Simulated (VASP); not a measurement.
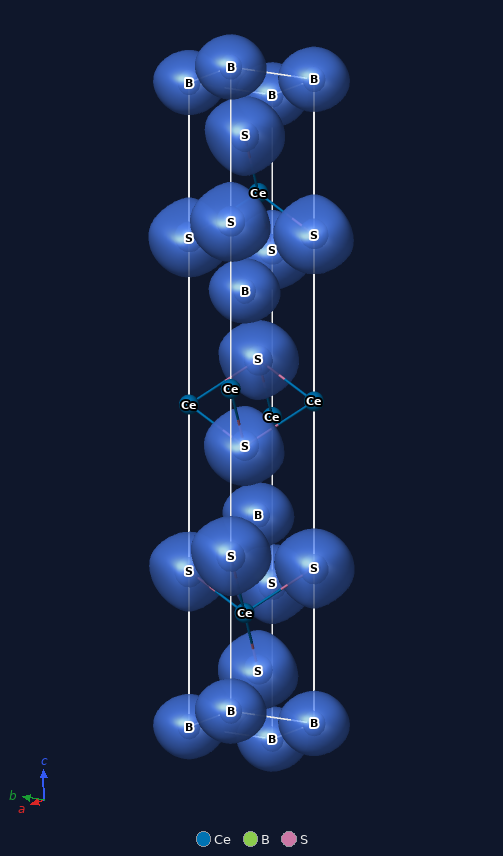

The picture shows: CeBS₂. Isosurface of the electron localisation function at 0.7 (blue), seen at an oblique angle. Only the valence region is drawn (cores and ρ < 0.01 e/Å³ removed). Sticks mark near contacts.

Space group R-3m; a generated structure, not necessarily the stable one; not relaxed (largest force 1.6 eV/Å); computed pressure about 5 GPa in this cell.

Method: Kohn-Sham DFT of a periodic cell, LDA, VASP PAW LDA potentials, recommended (VASP).

In a PAW calculation such maps are meaningful between the atoms, not at the nuclei.

Describe the localisation domains.

Answer. The ELF exceeds this value in three regions wrapped around B (the valence shell of each) and six regions wrapped around S (the valence shell of each), counted in one cell of 12 atoms. Regions shared between cells count once. Profiles from the grid: Ce–S (2.64 Å): the ELF peaks at about 0.85 in the valence shell of S, 0.8 Å from its nucleus, and drops to about 0.30 between the two atoms; no localised pair shows between them. B–S (2.84 Å): the ELF is about 0.35 at the midpoint (no shared electron pair shows on this line).
